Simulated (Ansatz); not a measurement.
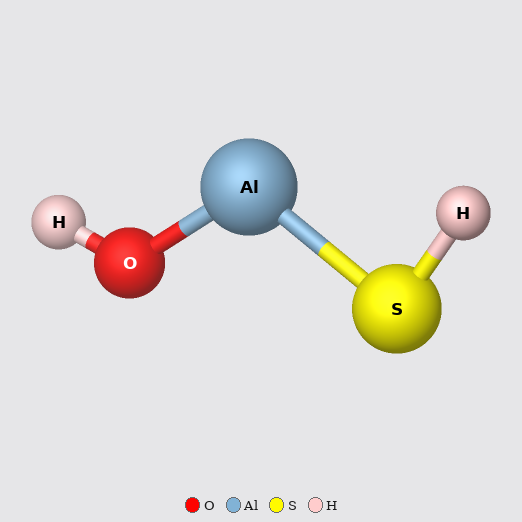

State: neutral, doublet. The computed structure is the end point of a PBE-D4/def2-SVP optimisation. No frequency run is at hand to confirm it as a minimum. Properties computed with UKS PBE-D4/def2-SVP (Ansatz 0.2.0).

What does the calculation give?

The species is AlH2OS (`[OH][Al][SH]`).
- dipole moment: 2.39 D
- ⟨S²⟩ of the determinant: 0.752
